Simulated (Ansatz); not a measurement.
**A computed series for SnO: response to strain**

Base system: SnO (space group P4/nmm, No. 129; layered, stacked along the Cartesian z axis).

```yaml
crystal:
  lattice:
    - [3.83709, 0.00000, 0.00000]
    - [0.00000, 3.83709, 0.00000]
    - [0.00000, 0.00000, 4.75881]
  atoms:
    - { symbol: Sn, position: [0.50000, 0.00000, 0.75657] }
    - { symbol: Sn, position: [0.00000, 0.50000, 0.24343] }
    - { symbol: O, position: [0.50000, 0.50000, 0.00000] }
    - { symbol: O, position: [0.00000, 0.00000, 0.00000] }
```

Cartesian axes are those of the cell as printed.

Strains are applied to the cell and any free atomic positions relax.

The values are results of PBE-D3(BJ) (Ansatz, a program for electronic structure; PAW; 420 eV plane waves; no spin-orbit coupling), not measurements.

Notes on the quantities. energy relative to the base: free energy F.

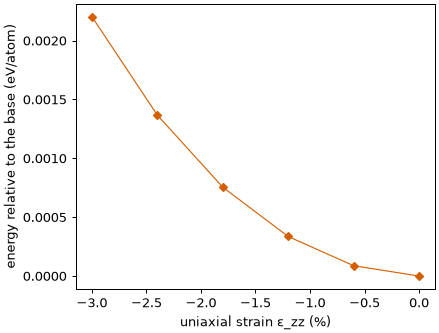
Energy relative to the base against uniaxial strain ε_zz

Problem. From the plot, what is the energy relative to the base for uniaxial strain ε_zz = −3.00 %?

Solution. About 0.0022 eV/atom.

Problem. Is the trend monotonic over the range shown?

Solution. Yes, it falls throughout, spanning 0 meV/atom to +2.2 meV/atom.

Stability against distortions was not tested. The final runs are not spin-polarised.
